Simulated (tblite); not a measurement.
# Run report: C$_{6}$H$_{8}$BNSi, frequency calculation

- system: C$_{6}$H$_{8}$BNSi, SMILES [SiH3]C#CBn1cccc1
- method: GFN2-xTB harmonic vibrations, gas phase (tblite 0.8.0)

It belongs to a series of runs on one base structure; here: H on B replaced by N-pyrrolyl.

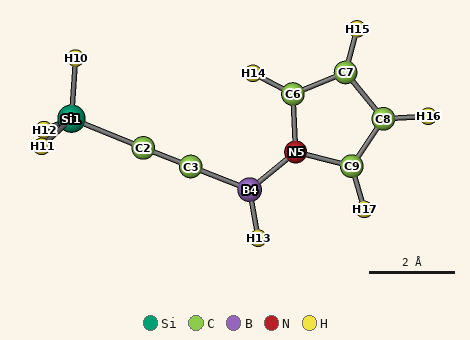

**Figure 1.** The structure (ball-and-stick view, seen on its broad side; atoms are numbered from 1 in the order of the input).

Results in brief

```tsv
quantity	value
outcome	converged
total energy	−619.5469 eV
zero-point energy	73.3350 kcal/mol
hardware	1 CPU thread, shared host
wall time	0.53 s
peak memory	0.18 GiB
```

Input
```
{"job": {"kind": "ir", "xc": "GFN2-xTB", "basis": "xTB"}, "charge": 0, "multiplicity": 1}
Si     4.053240     0.036028     1.011204
C      2.409502    -0.324116     0.247173
C      1.322296    -0.556256    -0.240775
B     -0.028500    -0.847851    -0.846385
N     -1.185597    -0.261790    -0.272984
C     -1.225425     0.580886     0.819461
C     -2.509606     0.937381     1.070032
C     -3.319797     0.291209     0.092578
C     -2.486094    -0.424518    -0.702720
H      3.882295     1.112387     1.992288
H      4.970690     0.452519    -0.051950
H      4.521667    -1.188483     1.665161
H     -0.142557    -1.548232    -1.779728
H     -0.318801     0.851907     1.323894
H     -2.858014     1.582955     1.852263
H     -4.386768     0.362548     0.009845
H     -2.705528    -1.044544    -1.549806
```

The first line tells a small driver script what to run in tblite; the rest is the geometry in Å.

Run as:
```bash
OMP_NUM_THREADS=1 python <driver script> task.json out
```

What the program printed
```
mode    cm-1     km/mol
  1     -14.9      0.00
  2      51.1      0.09
  3      55.6      0.06
  4     143.3      0.68
  5     172.8      1.37
  6     215.6      0.75
  7     273.2      0.03
  8     324.4      0.82
  9     369.4      4.69
 10     535.6     80.91
 11     538.9     81.34
 12     573.9      1.20
 13     604.2      0.02
 14     626.2      1.73
 15     714.2     11.92
 16     730.8     95.82
 17     779.7    236.33
 18     782.8      2.48
 19     788.1    406.14
 20     790.3    324.08
 21     794.4     49.21
 22     832.8      1.08
 23     833.7      1.14
 24     849.0      0.27
 25     953.6     27.01
 26     970.4     25.81
 27    1068.2     35.71
 28    1082.4      1.79
 29    1096.4     13.55
 30    1158.3     76.48
 31    1199.1     15.08
 32    1310.4     31.66
 33    1324.5    279.09
 34    1428.2    237.20
 35    1486.6    182.16
 36    1579.6      0.37
 37    2236.4    264.19
 38    2239.1    134.99
 39    2248.2    419.32
 40    2258.4    183.83
 41    2623.3    127.27
 42    3153.9      2.06
 43    3159.0     21.66
 44    3167.9     61.73
 45    3174.5     25.29
```

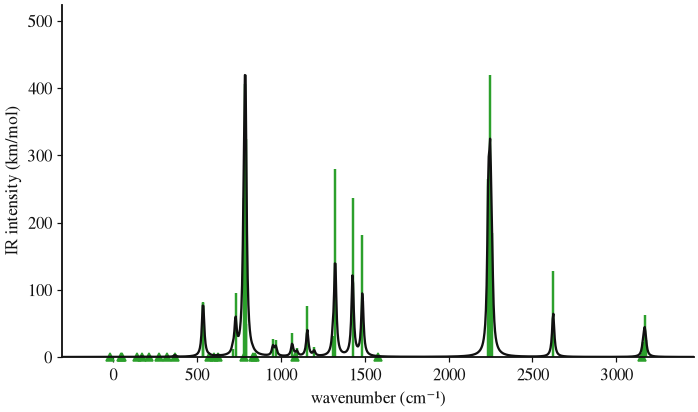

**Figure 2.** Harmonic infrared spectrum, unscaled: sticks (degenerate modes added up, dark ones marked on the axis) with a Lorentzian envelope of 16 cm⁻¹ full width, scaled to the tallest stick; imaginary modes are drawn at negative wavenumbers. 45 modes from 15i to 3174 cm⁻¹, 1 imaginary beyond 8i (15i cm⁻¹): not a clean minimum; so soft a mode can be a shallow saddle, an incomplete relaxation or noise of the force constants. The strongest line is at 2248 cm⁻¹ (419 km/mol).
